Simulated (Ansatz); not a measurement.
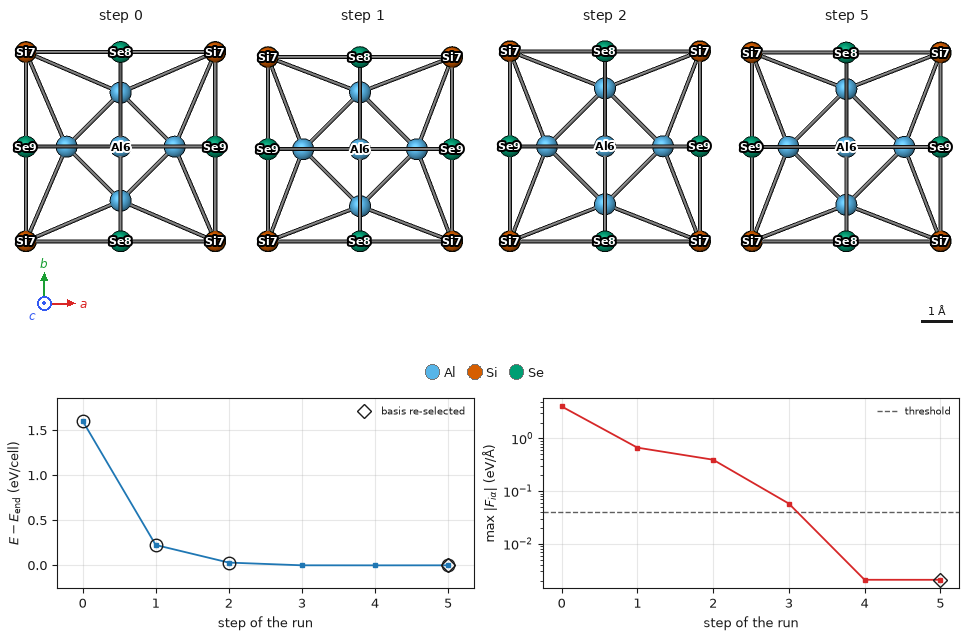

Frames of a relaxation of solid Al$_{6}$SiSe$_{3}$ (a generated structure, set up in Pm-3m) (coarse preliminary run), marked on the history of the run. The picture is a ball-and-stick view of the cell of the calculation, seen along the c axis.

These are results of Ansatz, DFT PBE, scalar-relativistic, plane waves, PAW, not measurements. Set-up: plane-wave cutoff 420 eV; k-point mesh 4 × 4 × 4; occupations gaussian; smearing width 0.1 eV; no spin polarisation; cell and atoms relaxed; force threshold 0.04 eV/Å; at most 70 steps.

### What happens along the run?

The largest moves relative to the cell, 0.13 Å, are those of Al atoms. Si and Se stay in place. The drawn cell changes as follows: a = b = c 6.108 → 6.090 Å (−0.3 %); the volume changes by −0.9 %. Near-neighbour distances that change, for instance: Al–Al 2.621 → 2.351 Å, Al–Al 2.466 → 2.644 Å, Al–Se 3.323 → 3.264 Å, Se–Si 3.054 → 3.045 Å. The space group stays Pm-3m (No. 221). The energy falls by 1.606 eV per cell of the calculation in 4 accepted moves (5 points after the start). The largest force component goes from 4.1 to 0.0021 eV/Å. Pressure: 1.47 GPa at the start and 0.01 GPa at the end. At 1 point the geometry stayed and the basis and grid were re-selected for the new cell (energy shift of 0.4 meV per cell of the calculation at most each time). Cost: 43 s on 1 thread of Arm Neoverse V2 (shared host), peak memory 0.48 GiB. From step 0 to 1: Al atoms move most (0.14 Å), volume −7.9 %, energy −1.380 eV per cell of the calculation. From step 1 to 2: Al atoms move most (0.02 Å), volume +9.9 %, energy −0.196 eV per cell of the calculation. From step 2 to 5: volume −2.1 %, energy −30.4 meV per cell of the calculation.
